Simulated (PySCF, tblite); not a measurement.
# C₇H₅O₃ radical: geometry, infrared bands and EPR parameters

Wanted: the infrared bands and EPR parameters of C₇H₅O₃ radical (`CC(=O)c1[c]cc(=O)oc1`), by calculation.

Programs: tblite 0.8.0 and PySCF 2.14.0, with density-fitted response routines of our own. Each step states its level of theory. These are calculated values for one molecule in the gas phase, unless marked as measured. Atoms are numbered from 0 throughout.

### Step 1. Starting geometry

15 atoms, charge 0, multiplicity 2; geometry from: force field or distance geometry start.

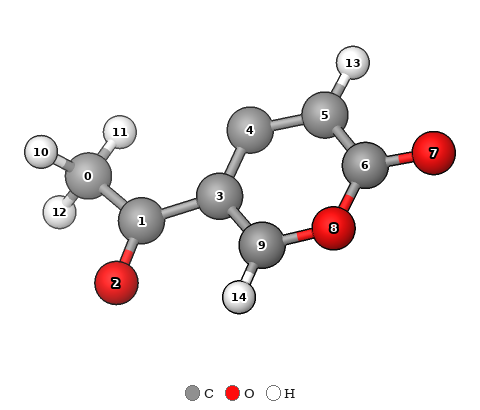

The starting geometry (carbon grey, oxygen red, hydrogen white), atoms numbered.

### Step 2. Relaxing the molecule with GFN2-xTB

Job settings and geometry (Å):

```
{"job": {"kind": "relax", "xc": "GFN2-xTB", "basis": "xTB"}, "charge": 0, "multiplicity": 2}
C     -2.327000     1.084700    -0.213000
C     -1.560600    -0.094700     0.225300
O     -2.217400    -1.058200     0.753000
C     -0.105400    -0.186600     0.097000
C      0.671600     0.805400    -0.435100
C      2.028800     0.567800    -0.498600
C      2.557800    -0.628600    -0.015800
O      3.800700    -0.875400    -0.042100
O      1.776800    -1.556200     0.501700
C      0.467900    -1.373700     0.577600
H     -2.761500     1.639400     0.645100
H     -1.707800     1.725700    -0.873800
H     -3.211700     0.792800    -0.828100
H      2.704700     1.328300    -0.924100
H     -0.121400    -2.162500     1.008800
```

Run with:

```sh
OMP_NUM_THREADS=1 python probes_run.py task.json out
```

This one command runs all jobs of the session in turn.

Log:

```text
step      E/eV     max force
  0    -805.20755    5.506
  1    -805.56730    5.154
  2    -805.82973    1.450
  3    -805.86763    0.727
  4    -805.89099    0.712
  5    -805.90617    0.614
  6    -805.91401    0.392
  7    -805.91705    0.188
  8    -805.91921    0.167
  9    -805.92094    0.108
 10    -805.92216    0.094
 11    -805.92372    0.112
 12    -805.92537    0.141
 13    -805.92771    0.148
 14    -805.93075    0.143
 15    -805.93407    0.161
 16    -805.93690    0.132
 17    -805.93927    0.152
 18    -805.94142    0.136
 19    -805.94351    0.110
 20    -805.94522    0.090
 21    -805.94628    0.068
 22    -805.94687    0.058
 23    -805.94725    0.041
 24    -805.94750    0.034
 25    -805.94767    0.028
 26    -805.94778    0.025
 27    -805.94784    0.018
 28    -805.94787    0.015
 29    -805.94789    0.013
 30    -805.94791    0.013
 31    -805.94794    0.015
 32    -805.94797    0.019
 33    -805.94801    0.021
 34    -805.94807    0.022
 35    -805.94815    0.029
 36    -805.94828    0.032
 37    -805.94842    0.028
 38    -805.94857    0.031
 39    -805.94873    0.034
 40    -805.94896    0.055
 41    -805.94934    0.082
 42    -805.94986    0.094
 43    -805.95042    0.063
 44    -805.95095    0.077
 45    -805.95142    0.145
 46    -805.95150    0.105
 47    -805.95226    0.068
 48    -805.95261    0.045
 49    -805.95328    0.049
 50    -805.95357    0.052
 51    -805.95399    0.056
 52    -805.95432    0.043
 53    -805.95462    0.044
 54    -805.95495    0.047
 55    -805.95525    0.047
 56    -805.95546    0.040
 57    -805.95562    0.038
 58    -805.95580    0.035
 59    -805.95615    0.047
 60    -805.95651    0.056
 61    -805.95696    0.054
 62    -805.95727    0.044
 63    -805.95745    0.032
 64    -805.95756    0.039
 65    -805.95767    0.042
 66    -805.95782    0.039
 67    -805.95814    0.033
 68    -805.95840    0.039
 69    -805.95890    0.052
 70    -805.95947    0.053
 71    -805.96003    0.080
 72    -805.96049    0.077
 73    -805.96083    0.066
 74    -805.96109    0.047
 75    -805.96137    0.039
 76    -805.96167    0.053
 77    -805.96198    0.044
 78    -805.96222    0.059
 79    -805.96243    0.038
 80    -805.96264    0.042
 81    -805.96294    0.034
 82    -805.96311    0.030
 83    -805.96321    0.025
 84    -805.96326    0.024
 85    -805.96333    0.024
 86    -805.96343    0.027
 87    -805.96354    0.041
 88    -805.96369    0.041
 89    -805.96382    0.042
 90    -805.96401    0.039
 91    -805.96411    0.034
 92    -805.96433    0.043
 93    -805.96448    0.052
 94    -805.96464    0.042
 95    -805.96481    0.028
 96    -805.96495    0.024
 97    -805.96504    0.024
 98    -805.96520    0.028
 99    -805.96538    0.048
100    -805.96576    0.050
101    -805.96609    0.043
102    -805.96641    0.026
103    -805.96647    0.033
104    -805.96657    0.020
105    -805.96670    0.019
106    -805.96682    0.024
107    -805.96696    0.025
108    -805.96704    0.036
109    -805.96711    0.026
110    -805.96718    0.019
111    -805.96726    0.016
112    -805.96732    0.021
113    -805.96739    0.017
114    -805.96743    0.016
115    -805.96744    0.016
116    -805.96746    0.015
117    -805.96747    0.015
118    -805.96749    0.021
119    -805.96752    0.021
120    -805.96758    0.028
121    -805.96766    0.024
122    -805.96775    0.036
123    -805.96783    0.034
124    -805.96791    0.019
125    -805.96795    0.012
126    -805.96796    0.019
127    -805.96798    0.006
```

Wall time 0.66 s (1 thread of Arm Neoverse V2, shared host).

The steps of the relaxation: (not every step is listed)

| step | energy from step 0 (eV) | largest force (eV/Å) |
| --- | --- | --- |
| 0 | 0.0000 | 5.5059 |
| 1 | -0.3598 | 5.1540 |
| 2 | -0.6222 | 1.4496 |
| 3 | -0.6601 | 0.7273 |
| 4 | -0.6834 | 0.7115 |
| 5 | -0.6986 | 0.6145 |
| 6 | -0.7065 | 0.3923 |
| 7 | -0.7095 | 0.1881 |
| 8 | -0.7117 | 0.1674 |
| 19 | -0.7360 | 0.1096 |
| 30 | -0.7404 | 0.0125 |
| 41 | -0.7418 | 0.0816 |
| 52 | -0.7468 | 0.0427 |
| 63 | -0.7499 | 0.0320 |
| 74 | -0.7535 | 0.0465 |
| 85 | -0.7558 | 0.0237 |
| 96 | -0.7574 | 0.0239 |
| 107 | -0.7594 | 0.0255 |
| 118 | -0.7599 | 0.0210 |
| 122 | -0.7602 | 0.0364 |
| 123 | -0.7603 | 0.0340 |
| 124 | -0.7604 | 0.0188 |
| 125 | -0.7604 | 0.0118 |
| 126 | -0.7604 | 0.0194 |
| 127 | -0.7604 | 0.0065 |

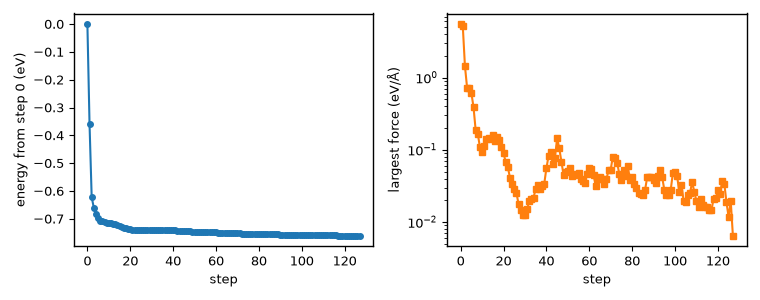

Energy and force, step by step.

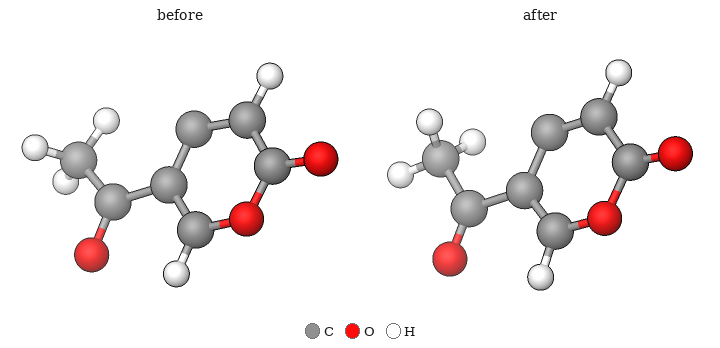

Before and after, at one scale.

Close pairs (by a distance rule), those that changed most:

| bond | before (Å) | after (Å) | change (Å) |
| --- | --- | --- | --- |
| C5–C6 | 1.394 | 1.468 | +0.074 |
| C1–O2 | 1.280 | 1.207 | -0.073 |
| C6–O7 | 1.267 | 1.199 | -0.069 |
| C6–O8 | 1.318 | 1.380 | +0.062 |
| C4–C5 | 1.379 | 1.326 | -0.054 |
| C3–C4 | 1.368 | 1.410 | +0.042 |
| C3–C9 | 1.403 | 1.363 | -0.040 |
| C0–H12 | 1.116 | 1.086 | -0.030 |

The next job starts from the end point, and lists it.

### Step 3. Harmonic vibrations with GFN2-xTB

Job settings and geometry (Å):

```
{"job": {"kind": "ir", "xc": "GFN2-xTB", "basis": "xTB"}, "charge": 0, "multiplicity": 2}
C     -2.267604     1.083383    -0.277162
C     -1.693310    -0.218218     0.201842
O     -2.352690    -1.140369     0.615139
C     -0.210810    -0.287596     0.126650
C      0.620538     0.749407    -0.342798
C      1.942752     0.677091    -0.403120
C      2.610292    -0.552676     0.041229
O      3.793646    -0.744154     0.036640
O      1.763565    -1.544810     0.492513
C      0.451425    -1.409359     0.527889
H     -1.856612     1.899197     0.314332
H     -1.976562     1.245708    -1.313227
H     -3.350440     1.070748    -0.192603
H      2.593020     1.458094    -0.759476
H     -0.071623    -2.278457     0.910240
```

Log:

```text
mode    cm-1     km/mol
  1      48.8      6.81
  2      73.0      7.42
  3      98.4      0.23
  4     145.5      4.87
  5     211.8      1.22
  6     313.1      0.30
  7     346.5     10.78
  8     403.2      9.08
  9     458.0      2.22
 10     490.4      4.44
 11     545.5     20.18
 12     579.0      0.15
 13     595.9      0.34
 14     668.5     27.23
 15     698.5     20.62
 16     799.1     30.33
 17     806.8     27.71
 18     827.9     10.91
 19     899.7     40.14
 20     981.4     30.73
 21     987.7     19.82
 22    1010.6      7.58
 23    1103.7     53.76
 24    1167.9    206.98
 25    1179.0     21.60
 26    1253.4     43.52
 27    1332.2     99.78
 28    1363.2     35.19
 29    1438.5     17.52
 30    1441.0     13.42
 31    1497.5     99.16
 32    1622.5    400.04
 33    1749.7    473.05
 34    1769.5    464.84
 35    3024.0      3.99
 36    3032.2      3.99
 37    3035.2      5.21
 38    3066.0      8.72
 39    3110.6      0.79
```

Run time: 0.41 s. Hardware: 1 thread of Arm Neoverse V2, shared host.

Which atoms move in the most intense modes:

| cm⁻¹ | km/mol | atoms |
| --- | --- | --- |
| 1104 | 53.8 | H13 27 %, C1 18 %, H12 11 %, C3 11 % |
| 1168 | 207.0 | H13 30 %, O8 14 %, C1 13 % |
| 1253 | 43.5 | C1 24 %, O8 22 %, C9 22 %, C3 20 % |
| 1332 | 99.8 | C3 49 %, C4 16 %, C5 12 % |
| 1498 | 99.2 | C3 43 %, C9 42 % |
| 1622 | 400.0 | C4 46 %, C5 37 % |
| 1750 | 473.1 | C1 56 %, O2 33 % |
| 1770 | 464.8 | C6 56 %, O7 34 % |

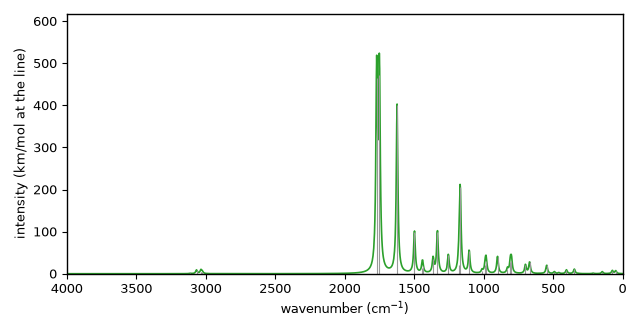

The infrared spectrum from these modes, unscaled. Lines are broadened to a width of 14 cm⁻¹ (Lorentzian).

### Step 4. g tensor and hyperfine couplings: B3LYP/pcH-1

Settings changed since step 3:

```diff
@@ -1,2 +1,2 @@
-{"job": {"kind": "ir", "xc": "GFN2-xTB", "basis": "xTB"}, "charge": 0, "multiplicity": 2}
+{"job": {"kind": "epr", "basis": "pcH-1"}, "charge": 0, "multiplicity": 2}
 C     -2.267604     1.083383    -0.277162
```

Level: UKS B3LYP, pcH-1 on C H O, non-relativistic, mean-field spin-orbit, GIAO.

Log:

```text
UKS, coarse grid
  cycle   1  E = -495.04645803  |g| = 9.04e-01
  cycle   2  E = -492.01067807  |g| = 2.51e+00
  cycle   3  E = -495.19879358  |g| = 5.69e-01
  cycle   4  E = -495.35115324  |g| = 1.16e-01
  cycle   5  E = -495.35399092  |g| = 8.94e-02
  cycle   6  E = -495.35697711  |g| = 2.96e-02
  cycle   7  E = -495.35736250  |g| = 9.82e-03
  cycle   8  E = -495.35740935  |g| = 4.17e-03
  cycle   9  E = -495.35742371  |g| = 2.02e-03
  cycle  10  E = -495.35742874  |g| = 1.31e-03
  cycle  11  E = -495.35743068  |g| = 7.08e-04
UKS, final grid
  cycle   1  E = -495.35739159  |g| = 1.23e-03
  cycle   2  E = -495.35738935  |g| = 2.70e-03
  cycle   3  E = -495.35739252  |g| = 2.37e-04
  cycle   4  E = -495.35739259  |g| = 1.52e-04
  cycle   5  E = -495.35739268  |g| = 1.19e-04
  cycle   6  E = -495.35739270  |g| = 3.28e-05
  cycle   7  E = -495.35739270  |g| = 1.02e-05
E = -495.35739270 Eh   <S^2> = 0.7575 (exact 0.7500)
g shifts (ppm)      1          2          3
  rmc          -176       -176       -176
  gc             25         17         31
  oz_so        -321        -46       1411
  total        -472       -205       1266
hyperfine (MHz)  atom isotope    a_iso     a_fc   dipolar eigenvalues
    0   13C      -0.25      -0.25     -2.30     -0.19      2.50
    1   13C      10.21      10.21     -2.06     -1.74      3.80
    2   17O      -0.19      -0.19     -3.36      0.95      2.40
    3   13C      21.57      21.57     -9.95     -4.28     14.23
    4   13C     388.85     388.85    -76.98    -60.35    137.33
    5   13C       1.10       1.10    -17.78     -0.05     17.83
    6   13C      71.77      71.77     -6.27     -5.20     11.47
    7   17O      -2.35      -2.35    -13.51      3.98      9.53
    8   17O       2.05       2.05     -3.52      1.57      1.95
    9   13C      38.51      38.51     -6.09     -1.55      7.64
   10    1H       4.07       4.07     -4.76     -2.42      7.18
   11    1H       3.96       3.96     -4.71     -2.40      7.10
   12    1H       1.91       1.91     -2.03     -1.39      3.43
   13    1H      71.29      71.29     -6.54     -5.36     11.89
   14    1H      33.83      33.83     -2.84     -2.30      5.14
```

Wall time 83 s (1 thread of Arm Neoverse V2, shared host); peak memory 1 GiB.

Principal g values 2.00185, 2.00211, 2.00359; g(iso) = 2.00252, against 2.00232 for a free electron.

Hyperfine couplings; where a row names several nuclei, a(iso) is their mean (it holds for fast rotation or exchange) and the dipolar term the largest among them:

| nuclei | isotope | a(iso) (MHz) | a(iso) (G, at g = 2.0023) | largest dipolar term (MHz) |
| --- | --- | --- | --- | --- |
| C4 | 13C | 388.9 | 138.8 | 137.3 |
| C6 | 13C | 71.8 | 25.6 | 11.5 |
| H13 | 1H | 71.3 | 25.4 | 11.9 |
| C9 | 13C | 38.5 | 13.7 | 7.6 |
| H14 | 1H | 33.8 | 12.1 | 5.1 |
| C3 | 13C | 21.6 | 7.7 | 14.2 |
| C1 | 13C | 10.2 | 3.6 | 3.8 |
| H10, H11, H12 | 1H | 3.3 | 1.2 | 7.2 |
| O7 | 17O | -2.3 | -0.8 | -13.5 |
| O8 | 17O | 2.0 | 0.7 | -3.5 |
| C5 | 13C | 1.1 | 0.4 | 17.8 |
| C0 | 13C | -0.2 | -0.1 | 2.5 |
| O2 | 17O | -0.2 | -0.1 | -3.4 |

Mulliken spin populations:

C0 0.01; C1 0.02; O2 0.01; C3 -0.06; C4 0.96; C5 -0.10; C6 0.05; O7 0.02; O8 0.00; C9 0.04; H10 0.00; H11 0.00; H12 0.00; H13 0.03; H14 0.01

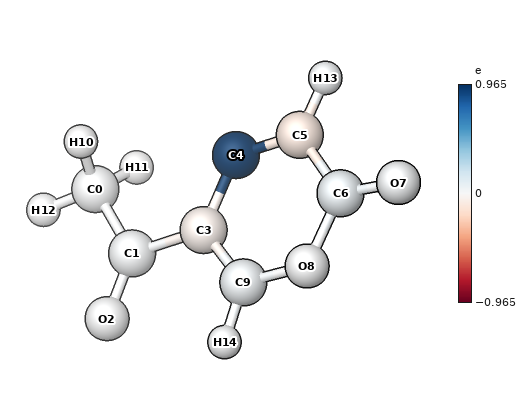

Mulliken spin populations, as colours on the atoms.

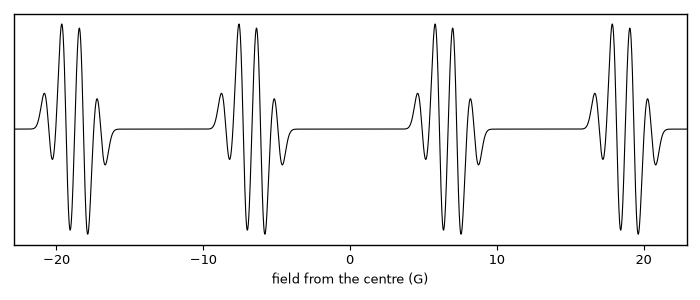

First-order isotropic spectrum (first derivative, main isotopes with spin only, couplings over 0.8 MHz, Gaussian width 0.3 G; couplings of the frozen geometry, rotation of groups not averaged beyond the rows shown).

Orbitals, density, ELF and potential are computed afterwards from the orbital file.

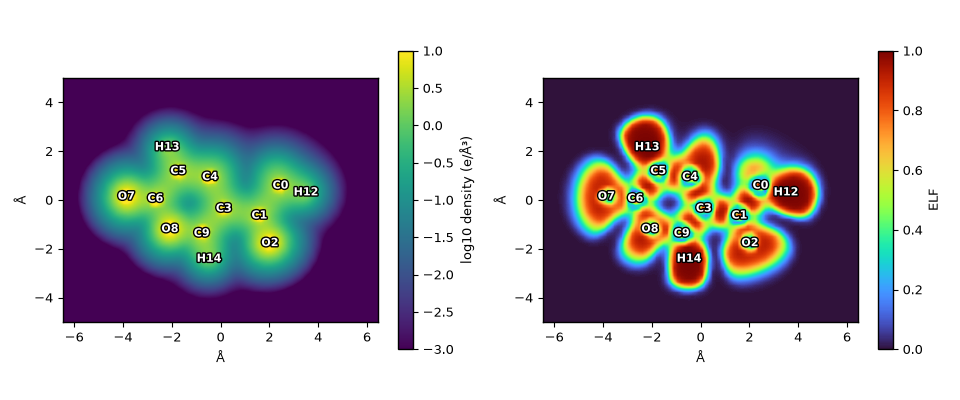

Density (left) and ELF (right) in a plane through or near 13 of the atoms.

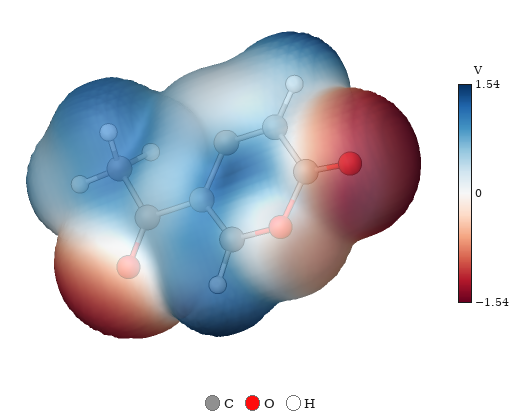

Electrostatic potential on the surface of density 0.002 e/bohr³; red is low, blue high. It runs from -1.54 V near O7 to 1.38 V near H14.

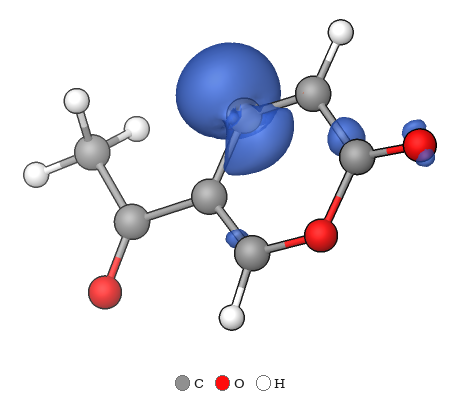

Spin density at ±0.07 e/Å³ (alpha excess blue, beta excess red).

### Step 5. What came out

```
                                                                  quantity                  value
                                 strongest single infrared mode (GFN2-xTB)  1750 cm⁻¹, 473 km/mol
                                              zero-point energy (GFN2-xTB)          63.2 kcal/mol
                                                            g(iso) (B3LYP)                2.00252
                                                                      ⟨S²⟩     0.758 (exact 0.75)
                                        largest a(iso) (averaged by class)   13C on C4, 388.9 MHz
potential on the surface of density 0.002 e/bohr³, 1st and 99th percentile     -1.54 V and 1.38 V
```

What this shows: The optimisation took 127 steps and gained 0.760 eV; among the close pairs (by a distance rule), C5–C6 changed most, from 1.394 to 1.468 Å. No mode is imaginary among the 39: a minimum at this level. The strongest single mode, at 1750 cm⁻¹, moves mainly C1 and O2. GFN2-xTB is a fitted tight-binding method: band positions and strengths are rough. Its intensities can rank the bands wrongly. C4 carries the largest spin population, 0.96 e. The isotropic g lies 0.2 ppt above the free-electron value. The conformer search found further structures of the same energy, which may be mirror or relabelled copies of this one.
